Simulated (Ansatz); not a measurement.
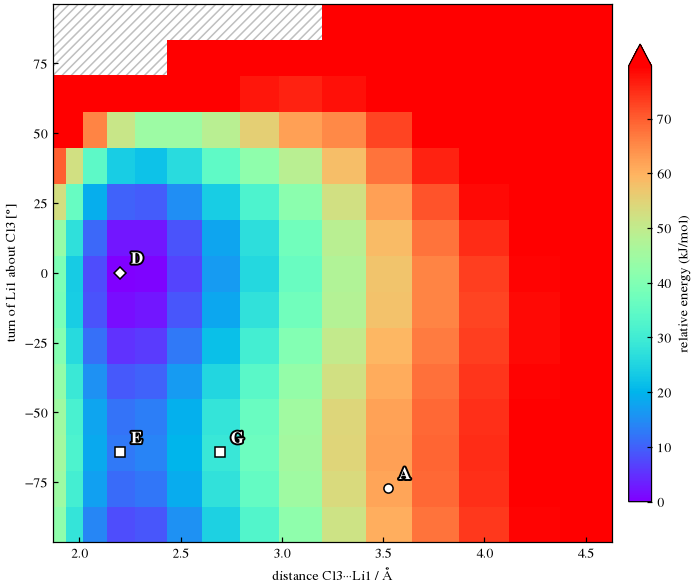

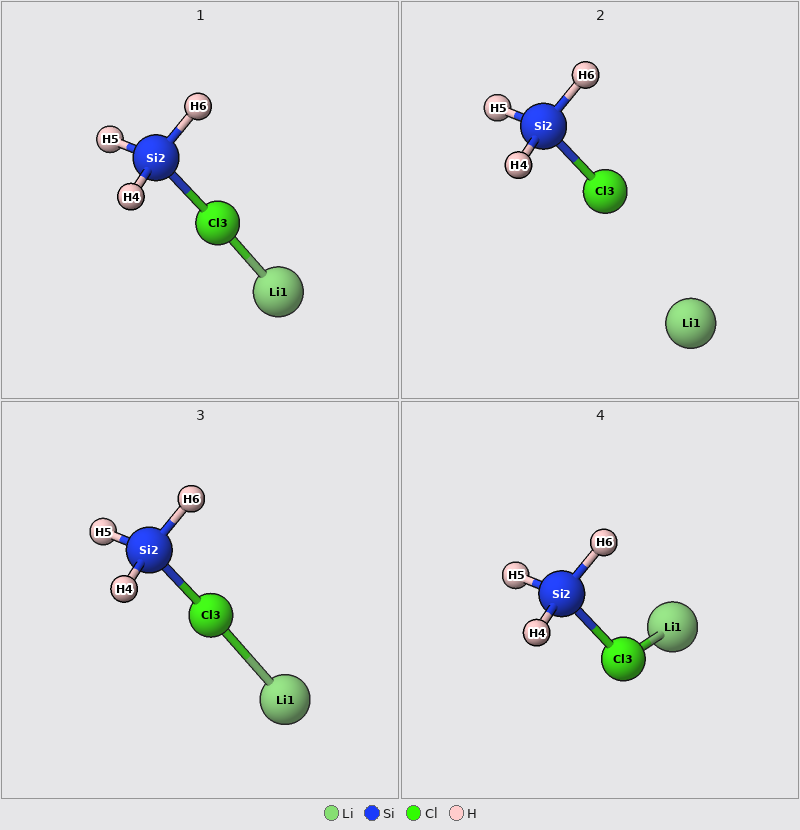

ClH3LiSi, charge +1. 
- The turn is about an axis along (−0.37, −0.93, −0.02) in the frame of the relaxed pair, normal to the line between the partners.
- First axis: distance Cl3···Li1. Second axis: turn of Li1 about Cl3.
- The grid has 15 × 15 points. At 14 points there is no value (left out of the scan, as a rule where atoms come close).
- Energies are in kJ/mol, from the lowest grid point.
- These are results of Ansatz, RKS PBE-D4/def2-SVPD, not measurements.

In the figure: one coloured cell a grid point, one colour for all values above the top of the scale, hatched blanks where no value was computed, lettered points. The numbered pictures are the structures at these points, in random order.

Question: Which structure belongs to which point?

Answer: A is structure 2: distance Cl3···Li1 = 3.524 Å, turn of Li1 about Cl3 = −77.1°, 62 kJ/mol; D is structure 4: distance Cl3···Li1 = 2.202 Å, turn of Li1 about Cl3 = 0.0°, 0 kJ/mol; E is structure 1: distance Cl3···Li1 = 2.202 Å, turn of Li1 about Cl3 = −64.3°, 13 kJ/mol; G is structure 3: distance Cl3···Li1 = 2.695 Å, turn of Li1 about Cl3 = −64.3°, 29 kJ/mol.
